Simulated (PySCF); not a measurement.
CN (doublet)

```xyz
2

C     0.0000    0.0000   -0.6290
N     0.0000    0.0000    0.5390
```

Level of theory: PBE0/def2-SVPD, non-relativistic Hamiltonian with scalar-relativistic core potentials where named, at a bond length of 1.168 Å in PySCF 2.14.0.

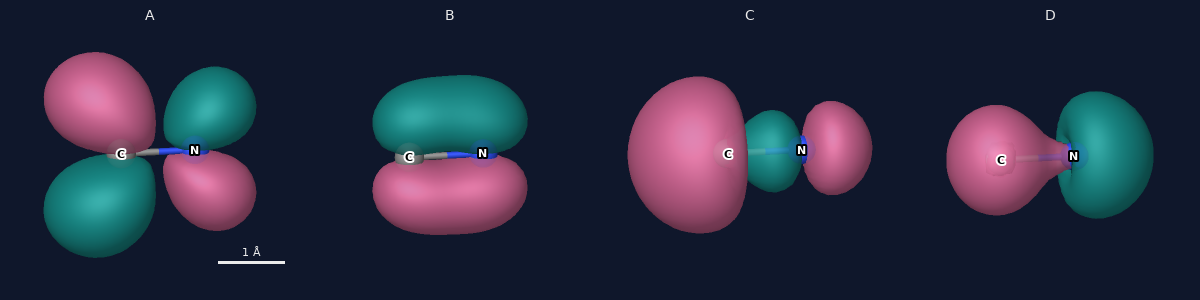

Figure 1. Four frontier β-spin orbitals, each drawn at the value that holds 80 % of its norm (teal and pink are the two phases), in no order; of a degenerate pair one member is drawn.

Question: Name the orbitals and rank them from lowest to highest energy.

Answer: Orbital D: σ, occupied in this spin, −11.98 eV; shared between the atoms (C 30 %, N 70 %).
Orbital B: π, occupied in this spin, −10.79 eV; bonding, with no node between the atoms.
Orbital C: σ, empty in this spin, −6.35 eV; mainly on C (75 %).
Orbital A: π, empty in this spin, 0.47 eV; antibonding, with a node between the atoms.

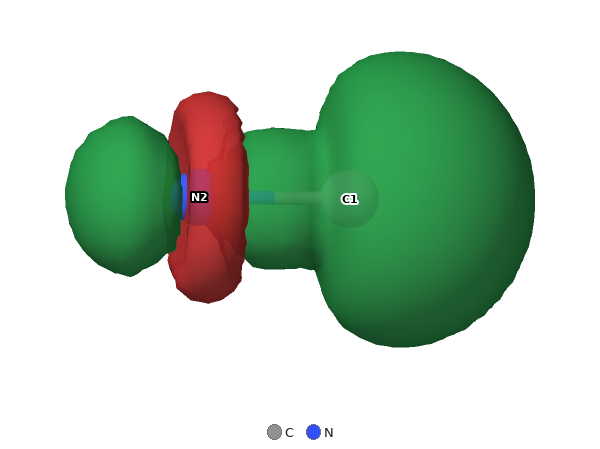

Figure 2. Isosurfaces of the spin density at +0.03 (green) and −0.03 e/Å³ (red), seen from one side.

Question: Describe the spin distribution.

Answer: The unpaired spin (1 electron) lies mostly on C1 (about 0.9) and N2 (about 0.1), in electrons by Hirshfeld's partition.

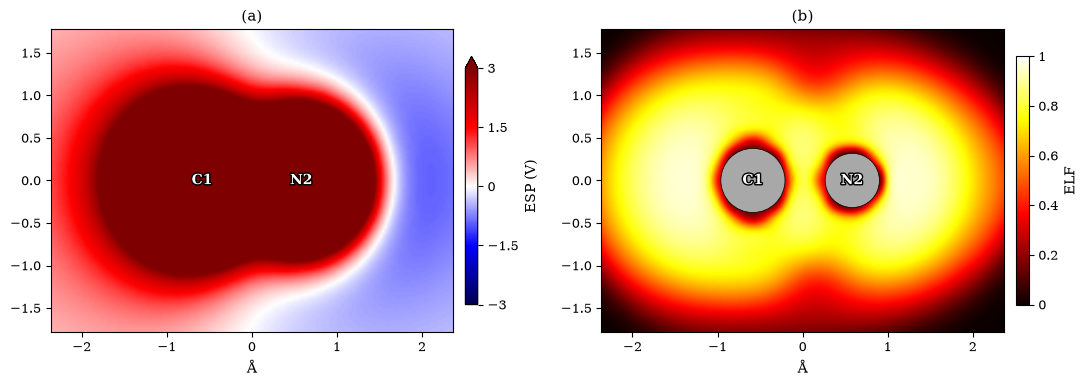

Figure 3. (a) electrostatic potential; (b) ELF on a plane that holds the molecular axis. Grey discs cover the atomic cores in the ELF map.

Question: Read the bonding off the picture.

Answer: The plane passes through C and N nuclei. C–N (1.17 Å): the ELF peaks at about 0.80 between the atoms (a multiple bond). The ELF also peaks beside C1 and N2, away from the bonds: non-bonding electrons, paired or unpaired. Outside the dense part of the molecule the potential is most negative (−0.9 V) near N2.
